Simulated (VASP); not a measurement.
```
CdS
1.0
    0.00000     2.93302     2.93302
    2.93302     0.00000     2.93302
    2.93302     2.93302     0.00000
Cd S
1 1
Cartesian
  0.00000   0.00000   0.00000
  1.46651   1.46651   1.46651
```

Computed with PBE GGA with D3 dispersion (zero damping), VASP's PBE PAW potentials (set 64) (plane waves; VASP 6.6.1). Numerical set-up: 520 eV cut-off, 9×9×9 Γ-centred mesh, tetrahedra with Blöchl corrections, potentials Cd S.

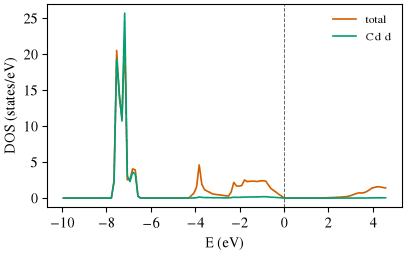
Figure. Total and projected density of states, zero at the valence-band maximum

Within 2 eV below the valence-band maximum the largest weight inside VASP's projection spheres is S p.

The gap is direct, 1.11 eV, from the valence maximum at Γ to the conduction minimum at Γ.

The compound is CdS in the zinc blende structure, a metastable form; wurtzite is the usual one. It was relaxed first.
